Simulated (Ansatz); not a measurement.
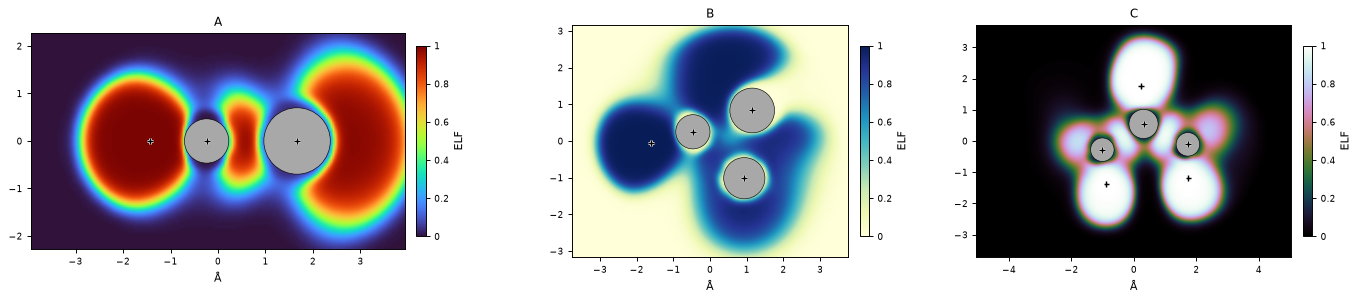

The electron localisation function of 3 systems, each on a plane through atoms (crosses mark nuclei in the plane; grey discs cover the cores).

Computed with Ansatz, isolated molecule in a Gaussian basis; Kohn-Sham density functional theory, functional PBE0.

System 1: BBeHS (SMILES [Be]1[BH][S]1), the molecular plane. Geometry: B3LYP/6-31G*.

```xyz
4

B    -0.1274    2.2310   -0.8290
Be   -1.7812    2.1960   -0.3611
S    -1.1517    0.7116   -1.2869
H     1.0200    2.3337   -1.1145
```

System 2: BHSi (SMILES B=[Si]), a plane that holds the molecular axis. Geometry: B3LYP/6-31G*.

```xyz
3

B     0.0000    0.0000   -0.2396
Si    0.0000    0.0000    1.6650
H     0.0000    0.0000   -1.4253
```

System 3: C₂H₁₀B₂Si, the plane of atoms C1, B4 and C2. Geometry: PBE0-D3(BJ)/def2-SVP.

```xyz
15

C    -0.0472    0.3786   -0.1533
C     1.6334    1.9119    1.3817
B     0.0584   -1.1283   -0.4510
B     1.3470    0.9988    0.1455
Si   -0.4505    1.1476   -1.8511
H    -0.7098   -1.9140    0.0568
H     0.9091   -1.5494   -1.2030
H    -0.8472    0.6681    0.5465
H    -1.8215    0.7321   -2.2765
H     0.5373    0.7290   -2.8848
H    -0.4410    2.6387   -1.7375
H     2.2605    0.7473   -0.6161
H     0.7465    2.2261    1.9508
H     2.2888    1.3367    2.0637
H     2.2256    2.7981    1.1002
```

### Which map belongs to which system?

Panel A is system 2, BHSi: the plane holds B, Si and H. Si–B (1.90 Å): the ELF peaks at about 0.95 between the atoms (a covalent bond). Panel B is system 1, BBeHS: the plane holds B, Be, S and H. Be–B (1.72 Å): the ELF peaks at about 0.85 between the atoms; a covalent bond. Panel C is system 3, C₂H₁₀B₂Si: the plane holds C, B and H. C–B (1.55 Å): the ELF peaks at about 0.95 between the atoms (a shared electron pair).
